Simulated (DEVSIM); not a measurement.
System: Cr/SiO2/p-Si capacitor, at 300 K.

```
layer (left to right)  material  thickness (nm)  Na (cm⁻³)
---------------------  --------  --------------  ---------
1                          SiO2            1.50          -
2                            Si            9600     7.2e14
```

Metal gate on the left, work function 4.5 eV. Fixed charge at the semiconductor interface -3.7e10 cm⁻² (in units of +e); interface traps 2.4e10 cm⁻² eV⁻¹, uniform in energy, neutral level at 0.3 of the gap above the valence band.

Constants are typed, rounded textbook-type inputs, not results; the design itself was drawn at random and stands for no fabricated device. Values at 300 K.

| parameter | SiO2 | Si |
|---|---|---|
| gap (eV) | 9 | 1.124 |
| affinity (eV) | 0.9 | 4.05 |
| permittivity | 3.9 | 11.7 |
| Nc (cm⁻³) | - | 2.86e19 |
| Nv (cm⁻³) | - | 3.1e19 |

DEVSIM, 1D Poisson equation in equilibrium, Boltzmann statistics, complete ionisation; no quantum confinement or tunnelling. Metal contacts follow the ideal Schottky-Mott rule: no Fermi-level pinning, no interface dipoles.

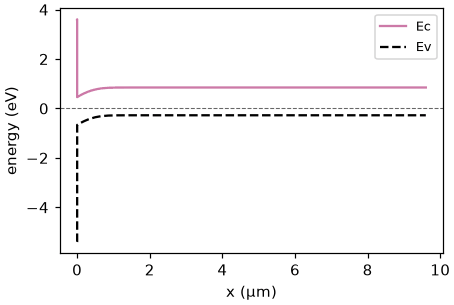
Fig. 1. Band edges at 0.0 V on the gate

Energies count from the Fermi level of the right contact; mesh points crowd at the junctions.

```tsv
x (μm)	Ec (eV)	Ev (eV)	n (cm⁻³)	p (cm⁻³)	field (V/cm)
0.000	3.600	-5.400	< 1e2	< 1e2	48000
0.0007380	3.603	-5.396	< 1e2	< 1e2	48000
0.001481	3.607	-5.393	< 1e2	< 1e2	37000
0.002785	0.458	-0.666	5.7e11	2.0e8	9000
0.007574	0.463	-0.661	4.8e11	2.4e8	9000
0.01612	0.470	-0.654	3.6e11	3.2e8	8900
0.03592	0.488	-0.636	1.8e11	6.3e8	8600
0.1021	0.542	-0.582	2.2e10	5.2e9	7900
0.2222	0.629	-0.495	7.7e8	1.5e11	6600
0.5008	0.769	-0.355	3500000	3.3e13	3500
1.092	0.845	-0.279	180000	6.5e14	170
3.228	0.848	-0.276	160000	7.2e14	≈ 0
6.296	0.848	-0.276	160000	7.2e14	≈ 0
8.137	0.848	-0.276	160000	7.2e14	≈ 0
9.090	0.848	-0.276	160000	7.2e14	≈ 0
9.367	0.848	-0.276	160000	7.2e14	≈ 0
9.498	0.848	-0.276	160000	7.2e14	≈ 0
9.555	0.848	-0.276	160000	7.2e14	≈ 0
9.586	0.848	-0.276	160000	7.2e14	≈ 0
9.595	0.848	-0.276	160000	7.2e14	≈ 0
9.599	0.848	-0.276	160000	7.2e14	≈ 0
9.601	0.848	-0.276	160000	7.2e14	≈ 0
```
